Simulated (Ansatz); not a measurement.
# AlGeF (triplet): inputs that go wrong at distance Al2–Ge3 = 4.367 Å

3 inputs are run for AlGeF (triplet) as typed; the log has to tell whether the result can be used and what must change.

The runs use Ansatz 0.2.0, Gaussian basis; the settings change from run to run.

36 further runs of the same task are left out: 11 for a known fault of the program, 18 that didn't finish, 7 set aside as unsound or not needed.

## (1) The system

The geometry derives from a PBE0/def2-TZVP stationary point (not a proven minimum). One bond is set to the value named and the two fragments are kept rigid. No spin-orbit coupling is included. The filled d shell of Ge may be among the frozen orbitals whatever the setting's name suggests; the logs give the count.

3 atoms, charge 0, spin multiplicity 3.

Atoms are counted from 1 here; the program's logs count them from 0.

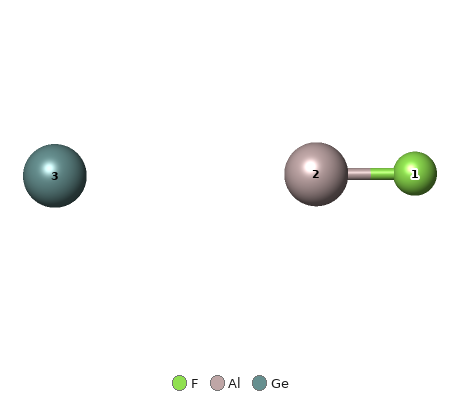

The structure; fluorine green, aluminium light grey, germanium teal; atoms are numbered from 1 in the order of the file.

## (2) Attempt 1

The input, in.yaml:

```yaml
crystal:
  periodic: [false, false, false]
  atoms:
    - {symbol: F, position_ang: [0.000000, 0.000000, -2.554467]}
    - {symbol: Al, position_ang: [0.000000, 0.000000, -0.906267]}
    - {symbol: Ge, position_ang: [0.000000, 0.000000, 3.460733]}
basis:
  gaussian: {orbitals: STO-3G, point_charges: [{charge: 1.00, position_ang: [3.588, 0.198, 0.523]}]}
magnetization: {spin_polarized: false, initial_magnetization: 2}
correlation: {method: sc_nevpt2, electrons: outside_noble_gas, active_space: {window: {electrons: 4, orbitals: 4}, states: [{multiplicity: 3, weights: [1, 1]}], root: 5}}
```

On the command line:

```sh
$ ansatz run in.yaml --threads 1 --pin off --events-out ev --progress --plain --max-ram 2393MiB
```

The log of the run:

```text
Error: the active space averages no state 5, counted from zero
```

Wall time 0.03 s (1 thread of Intel Xeon Platinum 8488C, shared host).

What is wrong: The run was refused. The root asked for lies beyond the states averaged. To mend it, average more states or name a lower root.

## (3) Attempt 2

The input, in.yaml:

```yaml
crystal:
  periodic: [false, false, false]
  atoms:
    - {symbol: F, position_ang: [0.000000, 0.000000, -2.554467]}
    - {symbol: Al, position_ang: [0.000000, 0.000000, -0.906267]}
    - {symbol: Ge, position_ang: [0.000000, 0.000000, 3.460733]}
basis:
  gaussian: {orbitals: cc-pVDZ}
magnetization: {spin_polarized: false, initial_magnetization: 2}
correlation: {active_space: {window: {electrons: 4, orbitals: 4}, places: [1, 2]}}
```

Same command.

The log of the run:

```text
Error: invalid value for `correlation.active_space`: name one of window, places and ras
```

It took 0.03 s on 1 thread of Intel Xeon Platinum 8488C, shared host.

**Diagnosis.** The run was refused. The active space is defined twice. To mend it, keep one definition.

## (4) Attempt 3

The input, in.yaml:

```yaml
crystal:
  periodic: [false, false, false]
  atoms:
    - {symbol: F, position_ang: [0.000000, 0.000000, -2.554467]}
    - {symbol: Al, position_ang: [0.000000, 0.000000, -0.906267]}
    - {symbol: Ge, position_ang: [0.000000, 0.000000, 3.460733]}
basis:
  gaussian: {orbitals: cc-pVDZ}
magnetization: {spin_polarized: true, initial_magnetization: 10}
hamiltonian: {xc: hf}
output: {forces: true, orbitals: {seedname: orbitals}}
```

Launched as before.

The log of the run (excerpt; [...] marks lines left out):

```text
Functional definition: HF
  name "HF"
  cite "Fock, Z. Phys. 61, 126 (1930) doi:10.1007/BF01340294"
  parent pbe
[...]
640 factors; integrals over basis functions are off by at most 8.8e-4 eV
[...]
mean field -65735.02438343 eV, -2415.7175892911 hartree, gradient 6.6e-6 eV, S^2 30.005920; 0 other end points of the search recorded, 0 dependent functions left out
[...]
reference -65735.02438343 eV, -2415.7175892911 hartree; 32, 22 occupied and 27, 37 virtual orbitals, 640 factors
Total energy: -65735.02438343 eV, -2415.7175892911 hartree
Atom 0 at     0.000000     0.000000    -2.554467 Å, force     0.000000    -0.000000   -15.399180 eV/Å
Atom 1 at     0.000000     0.000000    -0.906267 Å, force    -0.000000     0.000000    15.185390 eV/Å
Atom 2 at     0.000000     0.000000     3.460733 Å, force     0.000000    -0.000000     0.213789 eV/Å
Dipole moment:    -0.000000     0.000000    -1.230940 e Å
```

Wall time 3.4 s (1 thread of Intel Xeon Platinum 8488C, shared host).

What is wrong: The run converged, which proves nothing about the input. Far too many unpaired electrons are asked for. Its energy belongs to the state of multiplicity 11, not to the triplet that was meant. Fix: set initial_magnetization to that of the wanted state.

## (5) Summary

```
attempt                level      ended                                               cause    time
      1   NEVPT2(4,4)/STO-3G    refused  the root asked for lies beyond the states averaged  0.03 s
      2  CASSCF(4,4)/cc-pVDZ    refused                   the active space is defined twice  0.03 s
      3           HF/cc-pVDZ  converged       far too many unpaired electrons are asked for   3.4 s
```

2 refused, 1 converged. The input that converges on a wrong geometry or spin is the dangerous one: no error points at it, so geometry and ⟨S²⟩ have to be checked.
